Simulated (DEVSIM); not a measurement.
Device: Si p-i-n diode, at 300 K.

```tsv
layer (left to right)	material	thickness (μm)	Nd (cm⁻³)	Na (cm⁻³)	τn (s)	τp (s)
1	Si	0.220	-	1.4e19	0.0005	0.0005
2	Si	0.330	9.6e11	-	0.0005	0.0015
3	Si	0.300	1.8e18	-	0.0005	0.0005
```

Left contact: ohmic. Right contact: ohmic. Voltage is applied to the left contact. Recombination: SRH at mid-gap, radiative. Mobility is constant in doping.

The device is made up for the run: typed textbook-type constants, with dimensions and the other settings drawn at random. Values at 300 K.

```tsv
parameter	Si
gap (eV)	1.124
affinity (eV)	4.05
permittivity	11.7
Nc (cm⁻³)	2.86e19
Nv (cm⁻³)	3.1e19
μn (cm²/Vs)	1417
μp (cm²/Vs)	470
B (cm³/s)	4.7e-15
```

Model (solved in DEVSIM): 1D drift-diffusion, Boltzmann statistics, complete ionisation; no tunnelling, impact ionisation, image-force lowering or self-heating.

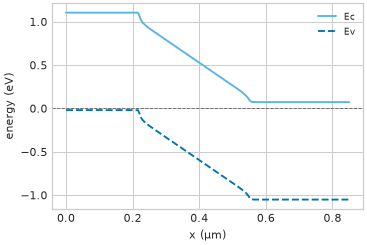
Figure. Band edges at zero bias

Energies count from the Fermi level of the right contact; mesh points crowd at the junctions.

```tsv
x (μm)	Ec (eV)	Ev (eV)	n (cm⁻³)	p (cm⁻³)	field (V/cm)
0.000	1.103	-0.021	< 1e2	1.4e19	≈ 0
0.01734	1.103	-0.021	< 1e2	1.4e19	≈ 0
0.04202	1.103	-0.021	< 1e2	1.4e19	≈ 0
0.08282	1.103	-0.021	< 1e2	1.4e19	≈ 0
0.1546	1.103	-0.021	< 1e2	1.4e19	≈ 0
0.1872	1.103	-0.021	< 1e2	1.4e19	≈ 0
0.2101	1.103	-0.021	< 1e2	1.4e19	-68
0.2304	0.988	-0.136	720	1.6e17	-45000
0.2546	0.910	-0.214	15000	8.0e15	-27000
0.2940	0.806	-0.318	840000	1.4e14	-26000
0.3581	0.637	-0.487	5.7e8	2.0e11	-26000
0.4552	0.382	-0.742	1.1e13	1.0e7	-26000
0.5026	0.257	-0.867	1.4e15	84000	-27000
0.5301	0.181	-0.943	2.6e16	4500	-30000
0.5531	0.082	-1.042	1.2e18	< 1e2	-32000
0.5709	0.072	-1.052	1.8e18	< 1e2	-110
0.6014	0.071	-1.052	1.8e18	< 1e2	≈ 0
0.6505	0.071	-1.052	1.8e18	< 1e2	≈ 0
0.7427	0.071	-1.052	1.8e18	< 1e2	≈ 0
0.7944	0.071	-1.052	1.8e18	< 1e2	≈ 0
0.8265	0.071	-1.052	1.8e18	< 1e2	≈ 0
0.8500	0.071	-1.052	1.8e18	< 1e2	≈ 0
```
